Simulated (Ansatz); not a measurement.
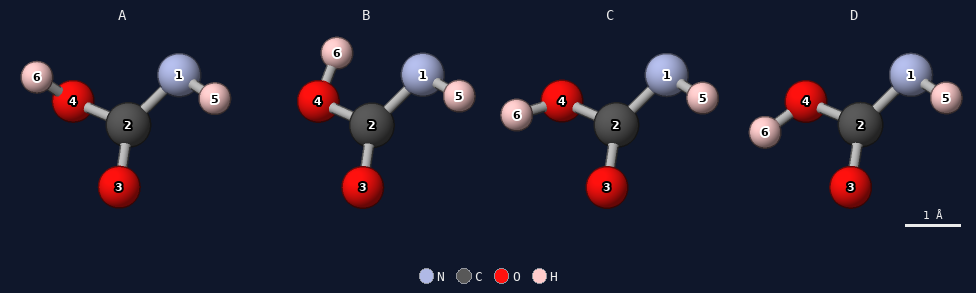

4 geometries from a converged minimum-energy path of CH2NO2 (charge −1), shuffled. Style: ball-and-stick. Shown at a tilt.

Method: Ansatz, RKS CAM-B3LYP-D4/def2-SVP. Settings: 7 movable images; climbing image; force threshold 0.05 eV/Å; iteration limit 60; starting path by image-dependent pair potential.

Q: Which of them lies highest in energy?

A: A. In order along the path, whose images run from 0 to 8: D (image 1, +0.06 eV), C (image 2, +0.21 eV), A (image 4, +0.41 eV), B (image 8, −0.04 eV). The motion is a rotation about the C2–O4 bond by about 180°. No bond forms or breaks between the ends. Among the angles between lasting bonds that change up to the highest image: C2–O4–H6 100.1° → 103.9°.

Limits of the set-up: the basis has no diffuse functions, which an anion needs.

Cost: 71 s on 1 thread of Intel(R) Xeon(R) Platinum 8488C (Sapphire Rapids) (shared host), peak memory 0.23 GiB.
